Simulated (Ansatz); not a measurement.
| atom | x (Å) | y (Å) | z (Å) |
| --- | --- | --- | --- |
| B | -1.2126 | -0.5309 | -0.1240 |
| C | -0.4973 | 0.9173 | -0.4276 |
| C | 0.7678 | 0.3308 | 0.1436 |
| N | 0.1524 | -0.8365 | 0.8257 |
| O | 1.6817 | -0.1646 | -0.7392 |
| F | 1.4161 | 1.0963 | 1.0855 |
| H | -2.1983 | -0.5536 | 0.5683 |
| H | -1.1954 | -1.3228 | -1.0323 |
| H | -0.8524 | 1.7385 | 0.1957 |
| H | -0.3922 | 1.2684 | -1.4550 |
| H | 0.0104 | -0.6535 | 1.8125 |
| H | 0.6848 | -1.6905 | 0.7013 |
| H | 1.6555 | 0.3663 | -1.5399 |

Geometry: PBE0-D4/def2-TZVP.

All numbers below come from Ansatz 0.2.0, RKS PBE0-D4/def2-TZVPP.

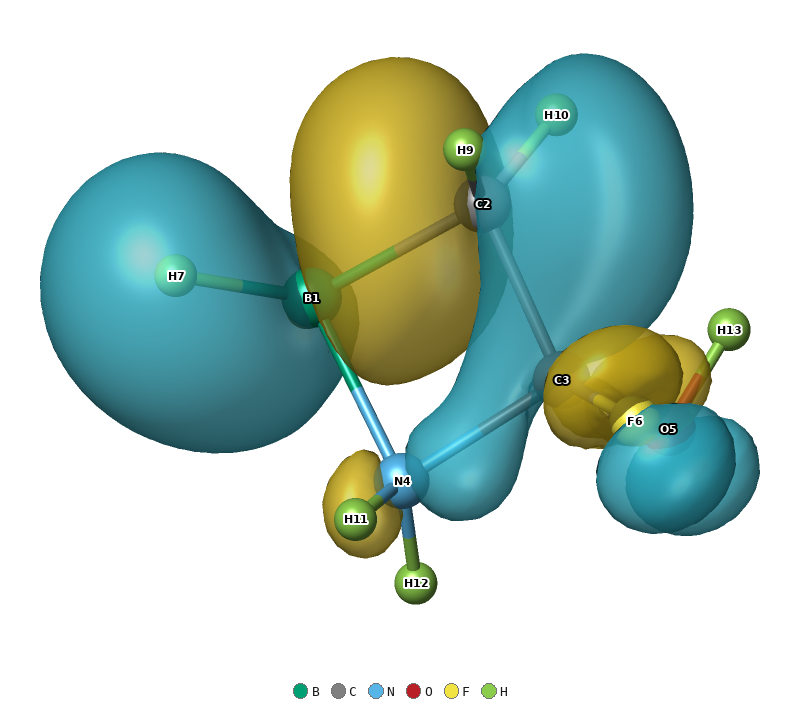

C2H7BFNO. The HOMO at ±0.08 Å⁻³ᐟ² (yellow and cyan are the two phases), seen across its widest extent.

### What is the character of this orbital?

By Hirshfeld shares it lies mainly on C2 (about 35 %), B1 (about 25 %), H7 (about 15 %) and C3 (about 5 %). Its energy is −8.04 eV.
